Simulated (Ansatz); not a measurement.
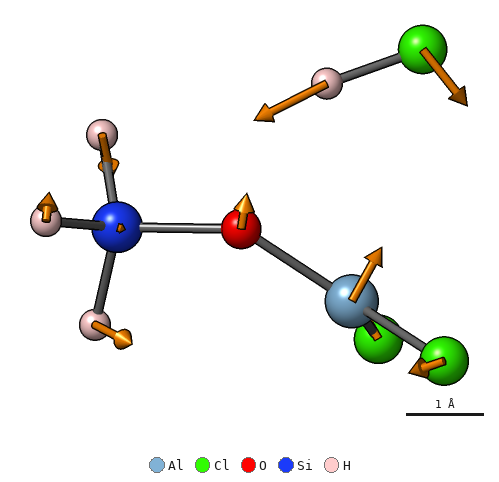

A relaxation of AlSiH4OCl3. The starting structure is drawn; orange arrows show the displacements, at their true length. The two geometries are superimposed by the best rigid fit.

The picture is a ball-and-stick view, seen at a tilt.

The run prepares an end point of a later path (reaction) calculation, from a guessed geometry.

Computed with RKS PBE-D4/cc-pVDZ in Ansatz.

Input
```yaml
crystal:
  periodic: [false, false, false]
  atoms:
    - { symbol: Al, position_ang: [0.070504, -0.367479, -0.519991] }
    - { symbol: Cl, position_ang: [0.034571, -0.039537, 2.885851] }
    - { symbol: Cl, position_ang: [1.910428, 0.612662, -0.832108] }
    - { symbol: Cl, position_ang: [-1.754746, 0.434716, -1.236606] }
    - { symbol: O, position_ang: [0.058855, -1.978602, 0.19809] }
    - { symbol: Si, position_ang: [-0.757702, -3.436813, -0.150548] }
    - { symbol: H, position_ang: [0.231547, -4.573342, -0.061573] }
    - { symbol: H, position_ang: [-1.87447, -3.630258, 0.847801] }
    - { symbol: H, position_ang: [-1.327126, -3.377645, -1.549209] }
    - { symbol: H, position_ang: [0.154739, -1.228302, 2.270093] }
basis:
  gaussian: { orbitals: cc-pVDZ }
hamiltonian:
  xc: pbe
  dispersion: d4
relax:
  f_tol: 0.03
  max_steps: 50
```

Command:
```bash
ansatz run input.yaml --threads 4 --pin off --max-ram 5120MiB --backend cpu --events-out ev --progress --plain --runs-dir out
```

Question: What did the optimiser do to the structure, and how much energy did it gain?

Answer: H10 moves most after the best rigid fit: 1.09 Å. Largest moves by element: H 1.09 Å, Cl 0.96 Å, Al 0.82 Å, O 0.49 Å, Si 0.12 Å. Some distances before and after: Cl2–H10 1.344 → 2.845 Å, Al1–Cl2 3.422 → 2.153 Å, O5–H10 2.206 → 0.982 Å, Al1–O5 1.764 → 1.965 Å. New bonds form, among them: Al1–Cl2 (3.42 → 2.15 Å), O5–H10 (2.21 → 0.98 Å). Bonds break, among them: Cl2–H10 (1.34 → 2.85 Å). Bond angles that change, for instance: Cl4–Al1–O5 118.5° → 99.1°, Cl3–Al1–O5 119.4° → 104.2°, Al1–O5–Si6 134.4° → 126.0°. Groups turn about O5–Si6 by about 30°. The energy falls by 118.0 kJ/mol in 22 geometry steps. The largest force component goes from 0.71 to 0.0094 eV/Å.

Limits of the set-up: the start holds two separate molecules, 2.2 Å apart at their closest, whose relative position is a soft coordinate.
